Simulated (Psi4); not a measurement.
# SiHClOF (SMILES O[Si](F)Cl) at UM06-L/cc-pVTZ (sweep point 3)

What is the vertical ionisation energy of SiHClOF at UM06-L/cc-pVTZ (sweep point 3)? 

The calculation is run with Psi4 1.11.

4 further runs of the same task are left out: 4 set aside as unsound or not needed.

## 1. The molecule

SiHClOF: 5 atoms, total charge 0, spin state doublet. SMILES: `O[Si](F)Cl`. The shape is that of a PBE0-D4/def2-TZVP optimisation. This is one conformer, not always the lowest.

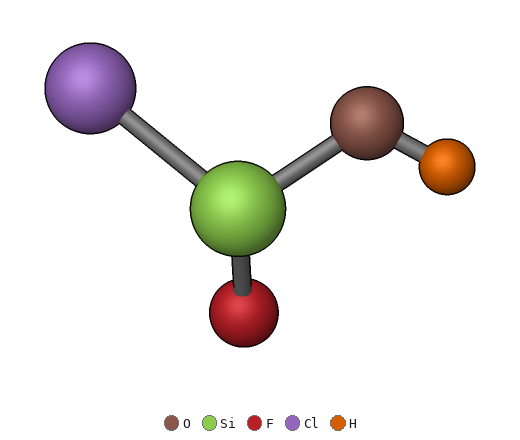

Viewed from a chosen angle; oxygen brown, silicon green, fluorine red, chlorine purple, hydrogen orange.

## 2. The energy at UM06-L/cc-pVTZ (sweep point 3)

Input file job.inp:

```
memory 1600 MB

molecule geom {
  0 2
  O     -0.003500     1.141300    -0.013500
  Si     0.078300    -0.426700     0.425700
  F      0.979500    -1.232100    -0.616800
  Cl    -1.825100    -1.157700     0.353200
  H      0.820600     1.601600    -0.189800
  units angstrom
  symmetry c1
}

set basis cc-pVTZ
set reference uks
set puream true
set scf_type pk
set dft_radial_points 99
set dft_spherical_points 590
set d_convergence 0.0001
set e_convergence 0.0001
set maxiter 150

e, wfn = energy("m06-l", return_wfn=True)
```

Launch:

```
$ psi4 -n 1 job.inp job.out
```

job.out, cut to the lines that bear on the results:

```text
[...]
  Running in c1 symmetry.
[...]
  Nuclear repulsion =  217.611250474468363
[...]
  Multiplicity = 2
[...]
  Nalpha       = 25
  Nbeta        = 24
[...]
    Number of basis functions: 142
[...]
   @UKS iter   1:  -925.28086635355862   -1.35109e-01   6.05353e-03 ADIIS/DIIS
[...]
   @UKS iter   7:  -925.53004846862120   -4.75707e-05   2.08567e-05 DIIS
[...]
   @S^2 Observed:                7.523544633E-01
[...]
    Orbital Energies [Eh]
    ---------------------
    Alpha Occupied:
       1A   -101.199386     2A    -65.922186     3A    -24.510393
       4A    -19.007274     5A     -9.417582     6A     -7.124217
       7A     -7.117947     8A     -7.117544     9A     -5.322086
      10A     -3.632959    11A     -3.632079    12A     -3.630704
      13A     -1.185154    14A     -1.019325    15A     -0.808226
      16A     -0.552935    17A     -0.488975    18A     -0.426087
      19A     -0.416087    20A     -0.398577    21A     -0.369930
      22A     -0.339863    23A     -0.318619    24A     -0.315373
      25A     -0.209997
    Alpha Virtual:
[...]
  @UKS Final Energy:  -925.53004846862120
   => Energetics <=
    Nuclear Repulsion Energy =            217.6112504744683633
    One-Electron Energy =               -1714.1206628098934743
    Two-Electron Energy =                 639.7115787175087007
    DFT Exchange-Correlation Energy =     -68.7322148507047075
    Empirical Dispersion Energy =           0.0000000000000000
    VV10 Nonlocal Energy =                  0.0000000000000000
    Total Energy =                       -925.5300484686212030
[...]
 Multipole Moments:
 ------------------------------------------------------------------------------------
     Multipole            Electronic (a.u.)      Nuclear  (a.u.)        Total (a.u.)
 ------------------------------------------------------------------------------------
 L = 1.  Multiply by 2.5417464519 to convert [e a0] to [Debye]
 Dipole X            :         -0.5393421            1.1356705            0.5963284
 Dipole Y            :         -2.6829289            3.2137269            0.5307979
 Dipole Z            :         -0.0428953            0.1995461            0.1566507
 Magnitude           :                                                    0.8135684
[...]
```

Run time: 36 s. Hardware: 1 thread of Intel Xeon 6975P-C (Granite Rapids), shared host; peak memory 1.3 GiB.

## 3. The singlet cation, same level

Input file calc.in:

```
memory 1600 MB

molecule m {
  1 1
  O     -0.003500     1.141300    -0.013500
  Si     0.078300    -0.426700     0.425700
  F      0.979500    -1.232100    -0.616800
  Cl    -1.825100    -1.157700     0.353200
  H      0.820600     1.601600    -0.189800
  units angstrom
  symmetry c1
}

set basis cc-pVTZ
set puream true
set scf_type pk
set dft_radial_points 99
set dft_spherical_points 590
set d_convergence 0.0001
set e_convergence 0.0001

energy_value, wavefunction = energy("m06-l", return_wfn=True)
```

Launch:

```
$ psi4 calc.in calc.out -n 1
```

calc.out, cut to the lines that bear on the results:

```text
[...]
  Running in c1 symmetry.
[...]
  Nuclear repulsion =  217.611250474468363
[...]
  Multiplicity = 1
[...]
  Nalpha       = 24
  Nbeta        = 24
[...]
    Number of basis functions: 142
[...]
   @RKS iter   1:  -924.96481039791331    1.80947e-01   5.71570e-03 ADIIS/DIIS
[...]
   @RKS iter   7:  -925.20037173166679   -6.34688e-05   3.98308e-05 DIIS
[...]
    Orbital Energies [Eh]
    ---------------------
    Doubly Occupied:
       1A   -101.455124     2A    -66.234685     3A    -24.766660
       4A    -19.270519     5A     -9.669325     6A     -7.378251
       7A     -7.368964     8A     -7.367903     9A     -5.628599
      10A     -3.942417    11A     -3.936594    12A     -3.934933
      13A     -1.429717    14A     -1.265945    15A     -1.045119
      16A     -0.797619    17A     -0.731257    18A     -0.665579
      19A     -0.655357    20A     -0.638159    21A     -0.611336
      22A     -0.579453    23A     -0.548543    24A     -0.542722
[...]
  @RKS Final Energy:  -925.20037173166679
   => Energetics <=
    Nuclear Repulsion Energy =            217.6112504744683633
    One-Electron Energy =               -1701.4179182974980904
    Two-Electron Energy =                 626.9681725049265424
    DFT Exchange-Correlation Energy =     -68.3618764135635786
    Empirical Dispersion Energy =           0.0000000000000000
    VV10 Nonlocal Energy =                  0.0000000000000000
    Total Energy =                       -925.2003717316667917
[...]
 Multipole Moments:
 ------------------------------------------------------------------------------------
     Multipole            Electronic (a.u.)      Nuclear  (a.u.)        Total (a.u.)
 ------------------------------------------------------------------------------------
 L = 1.  Multiply by 2.5417464519 to convert [e a0] to [Debye]
 Dipole X            :         -0.1339819            1.1356705            1.0016886
 Dipole Y            :         -2.5069439            3.2137269            0.7067829
 Dipole Z            :          0.7171250            0.1995461            0.9166711
 Magnitude           :                                                    1.5307541
[...]
```

Wall time 28 s (1 thread of Intel Xeon 6975P-C (Granite Rapids), shared host); peak memory 1.3 GiB.

## 4. Outcome

Level: UM06-L/cc-pVTZ (sweep point 3).

| quantity | value |
| --- | --- |
| doublet SiHClOF: total energy | -925.53005 Eh |
| doublet SiHClOF: dipole moment | 2.07 D |
| doublet SiHClOF: HOMO energy (highest over α and β) | -5.71 eV |
| doublet SiHClOF: LUMO energy (lowest over α and β) | -3.63 eV |
| doublet SiHClOF: ⟨S²⟩ | 0.752 |
| singlet cation: total energy | -925.20037 Eh |
| singlet cation: HOMO energy | -14.77 eV |
| singlet cation: LUMO energy | -12.01 eV |
| singlet cation: HOMO–LUMO gap | 2.76 eV |
| vertical ionisation energy (to the singlet cation) | 8.971 eV |

What this shows: The vertical ionisation energy comes to 8.97 eV (866 kJ/mol). Only the singlet of the ionised species was computed; a triplet could lie lower.
